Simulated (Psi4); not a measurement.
**A workflow on AlSiH4O (SMILES [AlH][O][SiH3])**

Aim: a structure relaxation (UPBEh-3c/def2-mSVP), then the harmonic vibrations of AlSiH4O. 

The results are computed with Psi4 1.11.

## Step 1: The system as given

The species is AlSiH4O (7 atoms), meant as a doublet with charge 0. SMILES: `[AlH][O][SiH3]`. The shape is that of a PBE0-D4/def2-TZVP optimisation. This is one conformer, not always the lowest. The run starts from this shape.

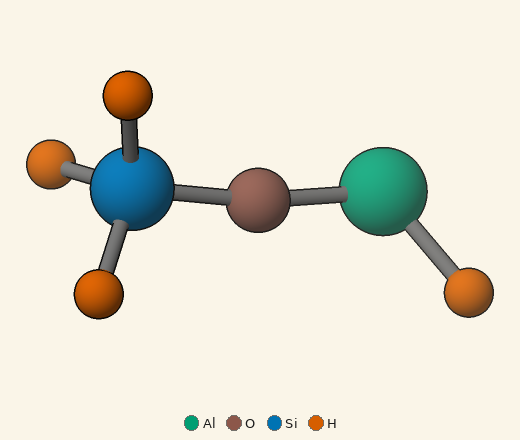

Viewed from a chosen angle; aluminium teal, oxygen brown, silicon blue, hydrogen orange.

## Step 2: A geometry optimisation at UPBEh-3c/def2-mSVP (density fitting) (run 1)

job.inp reads:

```
memory 1600 MB

molecule mol {
  0 2
  Al    -1.643700    -1.503700    -0.201100
  O     -0.403000    -0.368600    -0.047300
  Si     0.870900     0.567400     0.335800
  H     -2.580100    -1.352800    -1.500200
  H      1.204400     1.463600    -0.802700
  H      0.554900     1.401200     1.526200
  H      2.057800    -0.275200     0.643500
}

set globals {
  reference uks
  geom_maxiter 60
}

result, w = optimize("pbeh-3c", return_wfn=True)
```

Run with:

```
psi4 -n 1 job.inp job.out
```

job.out:

```text
[...]
  Running in c1 symmetry.
[...]
  Nuclear repulsion =  131.662824239197874
[...]
  Multiplicity = 2
[...]
  Nalpha       = 20
  Nbeta        = 19
[...]
    Number of basis functions: 59
[...]
   @DF-UKS iter   1:  -608.57043726373081   -6.37859e-01   1.10099e-02 DIIS/ADIIS
[...]
   @DF-UKS iter   8:  -608.73938167098822   -2.38742e-12   3.66668e-09 DIIS
[...]
   @S^2 Observed:                7.530233711E-01
[...]
    Orbital Energies [Eh]
    ---------------------
    Alpha Occupied:
       1A    -66.755786     2A    -56.628808     3A    -19.488200
       4A     -5.530184     5A     -4.368256     6A     -3.822641
       7A     -3.820831     8A     -3.820797     9A     -2.858082
      10A     -2.856819    11A     -2.852740    12A     -1.073410
      13A     -0.616715    14A     -0.504581    15A     -0.446123
      16A     -0.441163    17A     -0.410900    18A     -0.365259
      19A     -0.360761    20A     -0.236243
    Alpha Virtual:
      21A     -0.036357    22A      0.039457    23A      0.098214
      24A      0.119367    25A      0.125136    26A      0.127098
[...]
  @DF-UKS Final Energy:  -608.73938167098822
   => Energetics <=
    Nuclear Repulsion Energy =            131.3547717250461631
    One-Electron Energy =               -1105.8227929915517507
    Two-Electron Energy =                 394.5238491964028640
    DFT Exchange-Correlation Energy =     -28.8026813399693680
    Empirical Dispersion Energy =           0.0074717390839636
    VV10 Nonlocal Energy =                  0.0000000000000000
    Total Energy =                       -608.7393816709881094
[...]
 Multipole Moments:
 ------------------------------------------------------------------------------------
     Multipole            Electronic (a.u.)      Nuclear  (a.u.)        Total (a.u.)
 ------------------------------------------------------------------------------------
 L = 1.  Multiply by 2.5417464519 to convert [e a0] to [Debye]
 Dipole X            :         -2.9110082            2.9431788            0.0321706
 Dipole Y            :         -4.1104625            3.7993002           -0.3111623
 Dipole Z            :         -1.1870887            1.1979227            0.0108340
 Magnitude           :                                                    0.3130085
[...]
  -Total Gradient:
     Atom            X                  Y                   Z
    ------   -----------------  -----------------  -----------------
       1        0.000007688223     0.000001181749     0.000000594863
       2        0.000024905132     0.000021931025     0.000017960978
       3        0.000026067862     0.000006243675     0.000014578423
       4        0.000018621265    -0.000002168486     0.000007778576
       5        0.000016336360     0.000009529197     0.000009464842
       6        0.000008809927     0.000010501560    -0.000002359759
       7        0.000021576780     0.000001180538     0.000002344792
[...]
    Final optimized geometry and variables:
    Molecular point group: c1
    Full point group: C1
    Geometry (in Angstrom), charge = 0, multiplicity = 2:
    AL          -1.110457769953    -1.227846006640    -0.450894219571
    O           -0.200849966180     0.156060303920    -0.078986859183
    SI           1.113152260576     0.993563475136     0.450409816760
    H           -2.579253076506    -0.980255217956    -1.035436650755
    H            1.646780133506     1.858822395110    -0.631462780870
    H            0.747863850241     1.857436117834     1.601094316424
    H            2.200691334547     0.078126795341     0.887500793070
    Psi4 run time: 0:01:53.43
[...]
```

The script printed:

```text
Optimizer: Optimization complete!
```

Wall time 1.9 min (1 thread of Intel Xeon 6975P-C (Granite Rapids), shared host); peak memory 0.49 GiB.

Steps, from the record of the run:

| step | energy from the first frame kept (eV) | largest force (eV/Å) |
| --- | --- | --- |
| 0 | 0.0000 | 0.4642 |
| 1 | -0.0077 | 0.0819 |
| 2 | -0.0079 | 0.0255 |
| 3 | -0.0080 | 0.0228 |
| 4 | -0.0082 | 0.0528 |
| 5 | -0.0093 | 0.0871 |
| 6 | -0.0087 | 0.1257 |
| 7 | -0.0099 | 0.0233 |
| 8 | -0.0083 | 0.0519 |
| 9 | -0.0098 | 0.0383 |
| 10 | -0.0103 | 0.0233 |
| 11 | -0.0104 | 0.0295 |
| 12 | -0.0104 | 0.0298 |
| 13 | -0.0106 | 0.0256 |
| 14 | -0.0111 | 0.0217 |
| 15 | -0.0113 | 0.0084 |
| 16 | -0.0116 | 0.0180 |
| 17 | -0.0122 | 0.0422 |
| 18 | -0.0127 | 0.0316 |
| 19 | -0.0128 | 0.0047 |
| 20 | -0.0128 | 0.0019 |

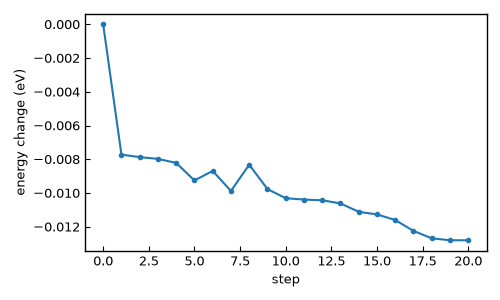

Energy along the run.

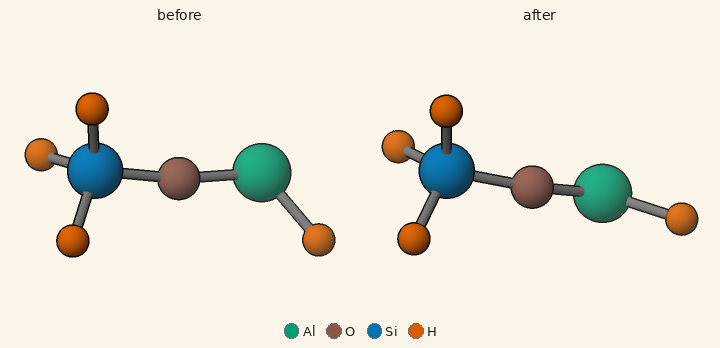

Before and after, at one scale.

After the run. Bond lengths: Al1–O2 1.697 Å, O2–Si3 1.646 Å, Al1–H4 1.600 Å, Si3–H5 1.485 Å, Si3–H6 1.485 Å, Si3–H7 1.487 Å. Angles: Al1–O2–Si3 156.0°, O2–Al1–H4 116.5°, O2–Si3–H5 110.4°, O2–Si3–H6 110.4°, O2–Si3–H7 111.4°, H5–Si3–H6 108.3°, H5–Si3–H7 108.1°, H6–Si3–H7 108.1°.

## Step 3: The harmonic vibrations at UPBEh-3c/def2-mSVP (density fitting) (run 2)

calc.inp reads:

```
memory 1600 MB

molecule {
  0 2
  Al
  O 1 1.69732
  Si 2 1.645684 1 155.96851
  H 1 1.60011 2 116.4753 3 -179.97075
  H 3 1.484547 2 110.43785 1 119.73133
  H 3 1.484516 5 108.30989 2 -121.04048
  H 3 1.487216 6 108.07876 5 116.84696
  units angstrom
}

set globals {
  reference uks
  t 400.0
  rotational_symmetry_number 1
}

E, wfn = frequency('pbeh-3c', return_wfn=True)
```

Run with:

```
psi4 -n 1 calc.inp calc.out
```

calc.out:

```text
[...]
  Running in c1 symmetry.
[...]
  Nuclear repulsion =  131.354782827376624
[...]
  Multiplicity = 2
[...]
  Nalpha       = 20
  Nbeta        = 19
[...]
    Number of basis functions: 59
[...]
   @DF-UKS iter   1:  -608.57186425199222   -6.54032e-01   1.09284e-02 ADIIS/DIIS
[...]
   @DF-UKS iter  12:  -608.73938111872815   -5.11591e-12   4.91294e-09 DIIS
[...]
   @S^2 Observed:                7.530233531E-01
[...]
    Orbital Energies [Eh]
    ---------------------
    Alpha Occupied:
       1A    -66.755871     2A    -56.628813     3A    -19.488200
       4A     -5.530245     5A     -4.368261     6A     -3.822703
       7A     -3.820890     8A     -3.820860     9A     -2.858087
      10A     -2.856823    11A     -2.852745    12A     -1.073411
      13A     -0.616686    14A     -0.504555    15A     -0.446153
      16A     -0.441114    17A     -0.410904    18A     -0.365253
      19A     -0.360720    20A     -0.236246
    Alpha Virtual:
      21A     -0.036360    22A      0.039464    23A      0.098212
      24A      0.119327    25A      0.125154    26A      0.126992
[...]
  @DF-UKS Final Energy:  -608.73938111872815
   => Energetics <=
    Nuclear Repulsion Energy =            131.3507191377590573
    One-Electron Energy =               -1105.8143038470323063
    Two-Electron Energy =                 394.5192592798179589
    DFT Exchange-Correlation Energy =     -28.8025276793440348
    Empirical Dispersion Energy =           0.0074719900712322
    VV10 Nonlocal Energy =                  0.0000000000000000
    Total Energy =                       -608.7393811187281472
[...]
 Multipole Moments:
 ------------------------------------------------------------------------------------
     Multipole            Electronic (a.u.)      Nuclear  (a.u.)        Total (a.u.)
 ------------------------------------------------------------------------------------
 L = 1.  Multiply by 2.5417464519 to convert [e a0] to [Debye]
 Dipole X            :         -0.0008523            0.0007948           -0.0000575
 Dipole Y            :          0.1834725           -0.3912111           -0.2077387
 Dipole Z            :         -5.1716712            4.9375053           -0.2341659
 Magnitude           :                                                    0.3130320
[...]
  -Total Gradient:
     Atom            X                  Y                   Z
    ------   -----------------  -----------------  -----------------
       1        0.000003725649    -0.000006987392     0.000002837815
       2        0.000036830681    -0.000076853473    -0.000005481650
       3        0.000204854091    -0.000054389046    -0.000097041017
       4       -0.000000306234    -0.000017424219     0.000010614296
       5       -0.000015562813     0.000015741179     0.000028014008
       6       -0.000244687644     0.000106958523     0.000249515968
       7        0.000014954820    -0.000048393411    -0.000071535469
[...]
  ==> Harmonic Vibrational Analysis <==
[...]
  Freq [cm^-1]                 42.3302             74.5130             123.5626
[...]
  IR activ [km/mol]             3.9592              1.0922              0.0594
[...]
  Freq [cm^-1]                 557.9698            637.2526            765.7047
[...]
  IR activ [km/mol]            13.9617             109.2036            68.0760
[...]
  Freq [cm^-1]                 766.5539            982.5374            985.3156
[...]
  IR activ [km/mol]            90.6772             79.6609             77.5798
[...]
  Freq [cm^-1]                1029.1637           1120.9795           1866.5289
[...]
  IR activ [km/mol]            500.6590            362.8450            181.4334
[...]
  Freq [cm^-1]                2282.6107           2296.7115           2299.3993
[...]
  IR activ [km/mol]            143.8044            160.6931            111.8820
[...]
  Total E_0, Enthalpy at 0 [K]                                                         -608.70331569 [Eh]
[...]
  Total H, Enthalpy at  400.00 [K]                                                     -608.69327295 [Eh]
[...]
  Total G, Gibbs energy at  400.00 [K]                                                 -608.74689043 [Eh]
[...]
```

On the terminal:

```text
Warning: used thermodynamics relations inappropriate for low-frequency modes: ['42.3302' '74.5130' '123.5626' '557.9698']
```

Run time: 3.7 min. Hardware: 1 thread of Intel Xeon 6975P-C (Granite Rapids), shared host; peak memory 0.48 GiB.

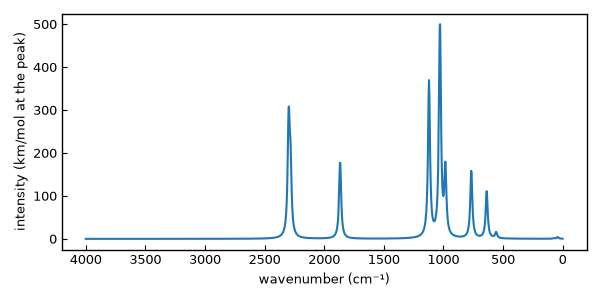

Harmonic infrared spectrum, unscaled, lines broadened by 10 cm⁻¹.

## Step 4: Summary of results

| quantity | value |
| --- | --- |
| run 1, UPBEh-3c/def2-mSVP: total energy at the end | -608.73938 Eh |
| run 1, UPBEh-3c/def2-mSVP: dipole moment | 0.80 D |
| run 1, UPBEh-3c/def2-mSVP: HOMO energy (highest over α and β) | -6.43 eV |
| run 1, UPBEh-3c/def2-mSVP: LUMO energy (lowest over α and β) | -1.85 eV |
| run 1, UPBEh-3c/def2-mSVP: ⟨S²⟩ | 0.753 |
| run 2, UPBEh-3c/def2-mSVP: lowest harmonic wavenumber | 42 cm⁻¹ |
| run 2, UPBEh-3c/def2-mSVP: highest harmonic wavenumber | 2299 cm⁻¹ |
| run 2, UPBEh-3c/def2-mSVP: zero-point energy | 94.7 kJ/mol |
| run 2, UPBEh-3c/def2-mSVP: ideal-gas entropy at 400 K (symmetry number 1 as used) | 84.1 cal/(mol K) |

The optimisation (run 1, UPBEh-3c/def2-mSVP) took 21 steps and changed the energy by -0.013 eV. All 15 modes (run 2, UPBEh-3c/def2-mSVP) are real, so the shape is a minimum at this level.
